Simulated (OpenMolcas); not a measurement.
## Relativistic diatomic calculation: SN⁺ (part 2 of 2)

The same run, continued: SN⁺. Method: SA-CASSCF(8,7)/XMS-CASPT2 + RASSI spin-orbit (X2C scalar, AMFI), ANO-RCC-VTZP (OpenMolcas).

### Log (extracts), continued
```
++ Dipole transition strengths (SO states):
        for osc. strength at least   1.00000000E-05
      From   To        Osc. strength     Einstein coefficients Ax, Ay, Az (sec-1)    Total A (sec-1)
         2    5       2.48434318E-04  5.79833475E+02  5.79833442E+02  0.00000000E+00  1.15966692E+03
         2    6       2.48882325E-04  5.81543134E+02  5.81543269E+02  0.00000000E+00  1.16308640E+03
         2    9       2.61149299E-04  7.46574546E+02  7.46574501E+02  0.00000000E+00  1.49314905E+03
         2   10       2.61150563E-04  7.46580207E+02  7.46580340E+02  0.00000000E+00  1.49316055E+03
         3    5       2.48434340E-04  5.79833444E+02  5.79833578E+02  0.00000000E+00  1.15966702E+03
         3    6       2.48882302E-04  5.81543165E+02  5.81543132E+02  0.00000000E+00  1.16308630E+03
         3    9       2.61149298E-04  7.46574455E+02  7.46574589E+02  0.00000000E+00  1.49314904E+03
         3   10       2.61150563E-04  7.46580297E+02  7.46580252E+02  0.00000000E+00  1.49316055E+03
         4    7       5.09714098E-04  2.84914834E+02  2.34980148E+03  0.00000000E+00  2.63471632E+03
         4    8       5.09714064E-04  2.34980130E+03  2.84914845E+02  0.00000000E+00  2.63471614E+03
         5   11       3.27215896E-04  3.54586484E+03  3.54586191E+03  0.00000000E+00  7.09172674E+03
         5   12       3.27215866E-04  3.54586453E+03  3.54586157E+03  0.00000000E+00  7.09172610E+03
         5   14       2.35611711E-04  2.58885378E+03  2.58885353E+03  0.00000000E+00  5.17770731E+03
         5   15       2.35611732E-04  2.58885400E+03  2.58885378E+03  0.00000000E+00  5.17770778E+03
         5   18       5.89034057E-04  6.02913472E+04  2.97193810E+00  0.00000000E+00  6.02943191E+04
         5   19       5.89034746E-04  2.97192624E+00  6.02914177E+04  0.00000000E+00  6.02943896E+04
         6   11       3.26656143E-04  3.53792171E+03  3.53791875E+03  0.00000000E+00  7.07584046E+03
         6   12       3.26656173E-04  3.53792202E+03  3.53791909E+03  0.00000000E+00  7.07584111E+03
         6   14       2.35209938E-04  2.58307793E+03  2.58307771E+03  0.00000000E+00  5.16615564E+03
         6   15       2.35209917E-04  2.58307770E+03  2.58307747E+03  0.00000000E+00  5.16615517E+03
         6   18       5.88537191E-04  2.96871116E+00  6.02257873E+04  0.00000000E+00  6.02287560E+04
         6   19       5.88536503E-04  6.02257169E+04  2.96872300E+00  0.00000000E+00  6.02286856E+04
         7   13       5.46929477E-04  9.28364981E+03  1.99100375E+03  0.00000000E+00  1.12746536E+04
         7   16       5.50779085E-04  2.03332710E+03  9.48100198E+03  0.00000000E+00  1.15143291E+04
         7   17       1.22108544E-03  1.08876565E+05  1.32029848E+04  0.00000000E+00  1.22079550E+05
         8   13       5.46929116E-04  1.99100501E+03  9.28364109E+03  0.00000000E+00  1.12746461E+04
         8   16       5.50779111E-04  9.48100306E+03  2.03332657E+03  0.00000000E+00  1.15143296E+04
         8   17       1.22108654E-03  1.32029708E+04  1.08876688E+05  0.00000000E+00  1.22079659E+05
         9   11       2.22496397E-04  2.17811353E+03  2.17811146E+03  0.00000000E+00  4.35622499E+03
         9   12       2.22496397E-04  2.17811354E+03  2.17811146E+03  0.00000000E+00  4.35622500E+03
         9   14       3.13275160E-04  3.11185336E+03  3.11185280E+03  0.00000000E+00  6.22370616E+03
         9   15       3.13275160E-04  3.11185335E+03  3.11185280E+03  0.00000000E+00  6.22370615E+03
         9   18       6.32439630E-04  6.13028849E+04  5.16830115E+02  0.00000000E+00  6.18197150E+04
         9   19       6.32440303E-04  5.16829434E+02  6.13029513E+04  0.00000000E+00  6.18197807E+04
        10   11       2.22367359E-04  2.17684696E+03  2.17684488E+03  0.00000000E+00  4.35369184E+03
        10   12       2.22367358E-04  2.17684695E+03  2.17684488E+03  0.00000000E+00  4.35369183E+03
        10   14       3.13403998E-04  3.11312837E+03  3.11312780E+03  0.00000000E+00  6.22625617E+03
        10   15       3.13403998E-04  3.11312837E+03  3.11312781E+03  0.00000000E+00  6.22625618E+03
        10   18       6.32440902E-04  5.16829567E+02  6.13029670E+04  0.00000000E+00  6.18197966E+04
        10   19       6.32440230E-04  6.13029006E+04  5.16830247E+02  0.00000000E+00  6.18197308E+04
 Electric-quadrupole - electric-quadrupole not included
 Electric-dipole - electric-octupole not included
 Electric-dipole - magnetic-quadrupole not included
```

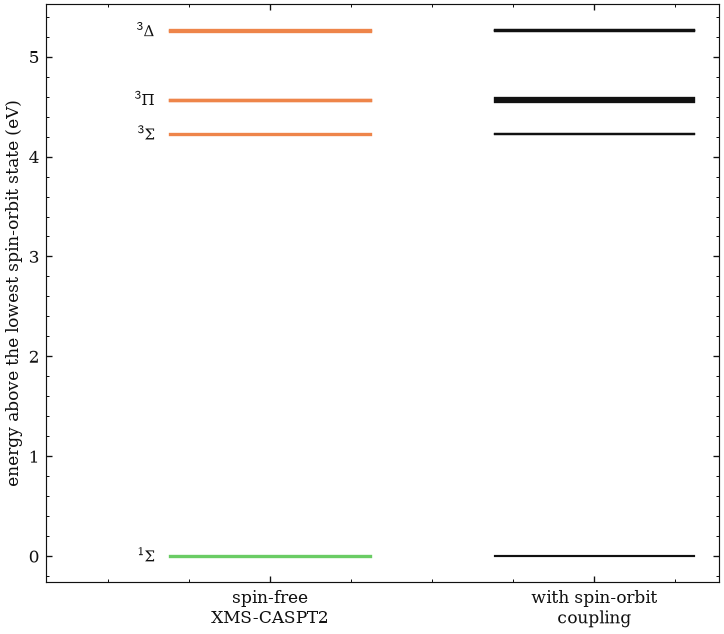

*States up to 5.7 eV at 1.443 Å, without spin-orbit coupling (left, a colour for each spin multiplicity) and with it (right, where close levels merge).*

The spin-free states run ¹Σ (0.00 eV), ³Σ (4.22 eV), ³Π (4.57 eV), ³Δ (5.26 eV) from the lowest. The lowest spin-orbit levels have |Ω| = 0 (0 cm⁻¹), 1 (34,058 cm⁻¹), 0 (34,061 cm⁻¹), 0 (36,703 cm⁻¹), 0 (36,705 cm⁻¹).

Outcome of the run: converged; components of a degenerate state are split by 39 cm⁻¹.
